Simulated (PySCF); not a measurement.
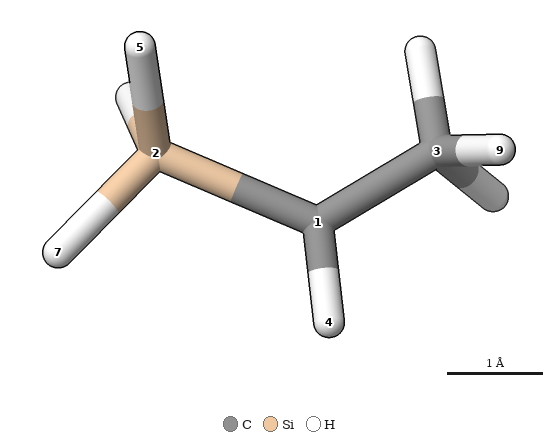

The input geometry (stick view, seen at a tilt; atoms are numbered from 1 in the order of the input). Bond lengths as drawn: C–C 1.49 Å, C–H 1.10 to 1.11 Å, C–Si 1.85 Å and H–Si 1.49 to 1.50 Å.

Run report: C₂H₇Si, EPR calculation

System: C₂H₇Si, multiplicity 2, SMILES C[CH][SiH3].
Method: UKS BHandHLYP, IGLO-III on C Si, pcH-1 on H, non-relativistic, mean-field spin-orbit, GIAO (PySCF 2.14.0).

## Log
```
UKS, coarse grid
  cycle   1  E = -369.81860983  |g| = 1.64e-01
  cycle   2  E = -369.83356400  |g| = 8.62e-02
  cycle   3  E = -369.83718980  |g| = 3.25e-02
  cycle   4  E = -369.83790608  |g| = 6.17e-03
  cycle   5  E = -369.83794619  |g| = 2.42e-03
  cycle   6  E = -369.83795449  |g| = 1.00e-03
  cycle   7  E = -369.83795508  |g| = 3.67e-04
UKS, final grid
  cycle   1  E = -369.83795002  |g| = 2.49e-04
  cycle   2  E = -369.83795005  |g| = 1.97e-04
  cycle   3  E = -369.83795007  |g| = 5.06e-05
  cycle   4  E = -369.83795007  |g| = 6.22e-06
E = -369.83795007 Eh   <S^2> = 0.7558 (exact 0.7500)
g shifts (ppm)      1          2          3
  rmc          -123       -123       -123
  gc              5         26         29
  oz_so           6        533        695
  total        -112        437        601
hyperfine (MHz)  atom isotope    a_iso     a_fc   dipolar eigenvalues
    0   13C     101.04     101.20    -73.54    -72.58    146.13
    1  29Si      63.91      64.03     -2.84     -0.26      3.10
    2   13C     -36.54     -36.55     -2.26      0.46      1.80
    3    1H     -66.49     -66.50    -36.28     -0.90     37.19
    4    1H      66.91      66.91     -3.13     -2.05      5.18
    5    1H      58.54      58.54     -3.11     -2.17      5.28
    6    1H      -2.08      -2.08     -3.29     -2.64      5.93
    7    1H     108.65     108.65     -4.76     -3.50      8.26
    8    1H     113.41     113.41     -4.78     -3.39      8.17
    9    1H       3.50       3.50     -4.55     -3.35      7.89
```

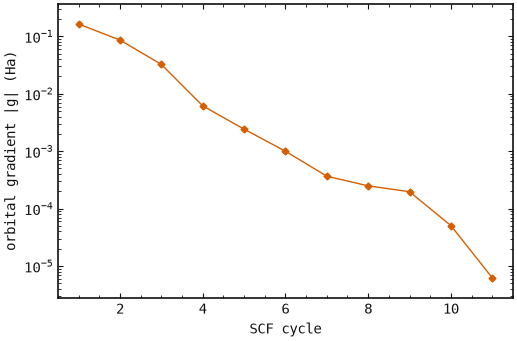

Convergence of the self-consistent field: orbital gradient |g| against the SCF cycle. All cycles printed in the log are drawn one after another.

This output came from the following input.

## Input
```
{"job": {"kind": "epr", "xc": "BHandHLYP"}, "charge": 0, "multiplicity": 2}
C     -0.402386    -0.497770    -0.168255
Si    -0.213950     0.425315     1.426581
C      0.399456    -0.238961    -1.396311
H     -1.138545    -1.308621    -0.235702
H      1.163361     0.252153     1.996793
H     -0.406242     1.898747     1.221297
H     -1.209921    -0.057405     2.430550
H     -0.249085     0.002075    -2.258786
H      0.976468    -1.133724    -1.696701
H      1.114502     0.590260    -1.279236
```

The first line tells a small driver script what to run in PySCF; the rest is the geometry in Å.

Run as:
```bash
OMP_NUM_THREADS=1 python <driver script> task.json out
```

## Key numbers

| quantity | value |
| --- | --- |
| outcome | converged |
| total energy | −369.837950 hartree |
| ⟨S²⟩ | 0.756 |
| isotropic g | 2.0026 |
| hardware | 1 CPU thread, shared host |
| wall time | 36 s |
| peak memory | 0.55 GiB |
